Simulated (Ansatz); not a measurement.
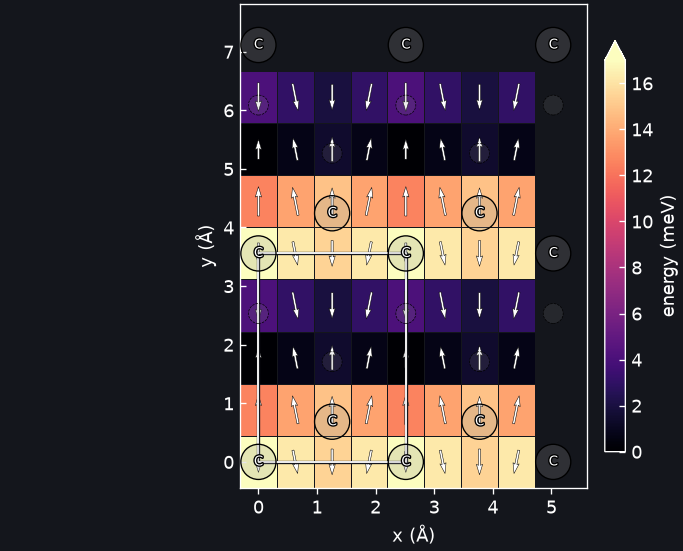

Energy landscape of N₂ on a C(110) slab cut from the Fd-3m phase, its upper half relaxed before the scan (20 atoms of substrate and one adsorbate in a 2 × 1 cell). N2 is moved over the surface cell at a fixed height above a rigid substrate; the origin of the map has the adsorbate above C17; the height is held at 3.40 Å. Places are given modulo a cell vector. The map is drawn in real space over the plane of the surface. The scan uses a 4 × 4 grid; 12 points were computed and 4 follow by symmetry. Places are given in fractions of the 1 × 1 surface cell. Energies are in meV, from the lowest grid point. At a fixed height the lowest place need not be the adsorption site. These are results of DFT PBE+D3(BJ), scalar-relativistic, plane waves, PAW in Ansatz 0.2.0, not measurements. Settings: cutoff 420 eV, k-mesh 5×8×1, gaussian smearing 0.05 eV, no spin polarisation.

In the figure: one coloured cell a grid point, arrows along the force (downhill), their lengths compressed, labelled circles for the atoms of the top layer and small ones for the second layer, the outline of one cell of the 2 × 2 shown, one colour for all values above the top of the scale. 

**What does the map say about the system?**

The lowest grid point is at (0/4, 2/4) of the cell vectors. The highest grid point, the top site over a surface C atom, (0/4, 0/4) of the cell vectors, lies 17.0 meV above the lowest.

The values on the grid:

| second ↓, first → | 0/4 | 1/4 | 2/4 | 3/4 |
| --- | --- | --- | --- | --- |
| 3/4 | 4.1 | 3.0 | 2.0 | 3.0 |
| 2/4 | 0.0 | 0.7 | 1.4 | 0.7 |
| 1/4 | 12.6 | 13.7 | 14.9 | 13.7 |
| 0/4 | 17.0 | 16.2 | 15.4 | 16.2 |

The input of one point:

```yaml
crystal:
  lattice:
    - [5.0304222913, 0.0, 0.0]
    - [0.0, 3.5570457144, 0.0]
    - [0.0, 0.0, 23.3751415636]
  atoms:
    - { symbol: C, position: [0.25, 0.0, 0.1711219583] }
    - { symbol: C, position: [0.75, 0.0, 0.1711219583] }
    - { symbol: C, position: [0.0, 0.25, 0.1711219583] }
    - { symbol: C, position: [0.5, 0.25, 0.1711219583] }
    - { symbol: C, position: [0.0, 0.5, 0.2249229405] }
    - { symbol: C, position: [0.5, 0.5, 0.2249229405] }
    - { symbol: C, position: [0.25, 0.75, 0.2249229405] }
    - { symbol: C, position: [0.75, 0.75, 0.2249229405] }
    - { symbol: C, position: [0.25, 0.0023818349, 0.2785827709] }
    - { symbol: C, position: [0.75, 0.0023818349, 0.2785827709] }
    - { symbol: C, position: [0.0, 0.2476181651, 0.2785827709] }
    - { symbol: C, position: [0.5, 0.2476181651, 0.2785827709] }
    - { symbol: C, position: [0.0, 0.5094747643, 0.3338767234] }
    - { symbol: C, position: [0.5, 0.5094747643, 0.3338767234] }
    - { symbol: C, position: [0.25, 0.7405252357, 0.3338767234] }
    - { symbol: C, position: [0.75, 0.7405252357, 0.3338767234] }
    - { symbol: C, position: [0.25, 0.0286707462, 0.3796829011] }
    - { symbol: C, position: [0.75, 0.0286707462, 0.3796829011] }
    - { symbol: C, position: [0.0, 0.2213292538, 0.3796829011] }
    - { symbol: C, position: [0.5, 0.2213292538, 0.3796829011] }
    - { symbol: "N", position: [0.25, 0.5286707462, 0.5251365657] }
    - { symbol: "N", position: [0.25, 0.5286707462, 0.5721951042] }
basis:
  ecutwfc: 420
kpoints:
  mp_grid: { grid: [5, 8, 1] }
hamiltonian:
  xc: pbe
  pseudopotentials: { kind: paw, azcp: { folder: soft_1 } }
  dispersion: d3bj
scf:
  occupations: { method: gaussian, width: 0.05 }
output:
  forces: true
  eigenvalues: true
efield:
  axis: 3
  dipole_correction: true
  ramp_width: 0.04
```

Each point was launched as `ansatz run input.yaml --threads 2 --pin off --max-ram 6144MiB --backend cpu --events-out ev --progress --plain --runs-dir out`. Time for the 12 points that were run: 5.8 min on 2 threads of Arm Neoverse V1 (shared host).
